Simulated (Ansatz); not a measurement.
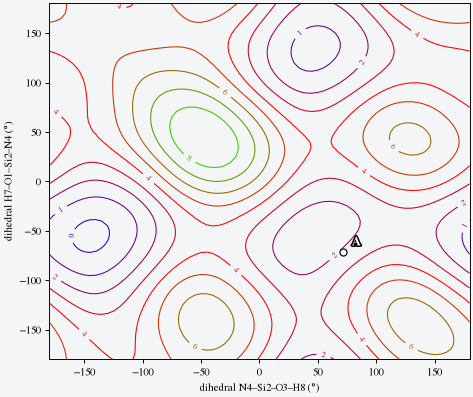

AlFH3NO2Si, SMILES O[Si]1(O)[NH][Al]1[F]. 
- First axis: dihedral N4–Si2–O3–H8. Second axis: dihedral H7–O1–Si2–N4.
- Nothing is relaxed (all other coordinates rigid).
- Grid: 10 × 10 points.
- Points are written as (first, second).
- Energies: kcal/mol, counted from the lowest grid point.
- Computed with Ansatz, RKS B3LYP-D4/def2-SVP.

In the figure: contour lines labelled in kcal/mol, the point A. Between grid points the surface is interpolated.

**Which way does the force act at A, and how strong is it?**

A, at (72°, −72°), is not a stationary point. The computed force is 0.037 kcal/mol for each degree towards smaller values of dihedral N4–Si2–O3–H8 and 0.035 kcal/mol for each degree towards larger values of dihedral H7–O1–Si2–N4.
